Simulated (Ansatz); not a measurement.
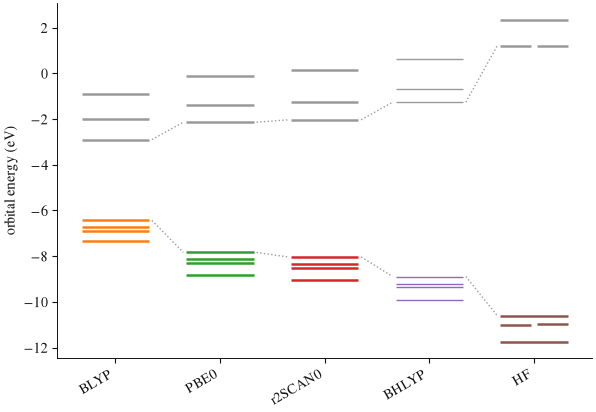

Frontier orbital energies of InH₂S₂Br, SMILES [SH][In]([SH])[Br], singlet at one geometry, def2-TZVPP, the Ansatz code, at a PBE0-D4/def2-TZVP geometry (a minimum by its frequencies). Empty levels are grey, levels within 0.1 eV stand side by side; all columns show the same few orbitals around the gap. Dotted lines join the HOMOs and the LUMOs.

> Compare the HOMO-LUMO separations.

The separation grows from 3.54 eV (BLYP) to 11.81 eV (HF).

```tsv
level	HOMO (eV)	LUMO (eV)	separation (eV)
BLYP	−6.44	−2.90	3.54
PBE0	−7.84	−2.14	5.70
r2SCAN0	−8.03	−2.03	6.00
BHLYP	−8.89	−1.26	7.63
HF	−10.60	1.21	11.81
```

Caveats, for all or some of the runs: core potentials past krypton; empty levels above zero depend strongly on the basis; no scalar relativity up to krypton; spin-orbit coupling is left out, and with Br and In it can shift these levels and split any degenerate set.
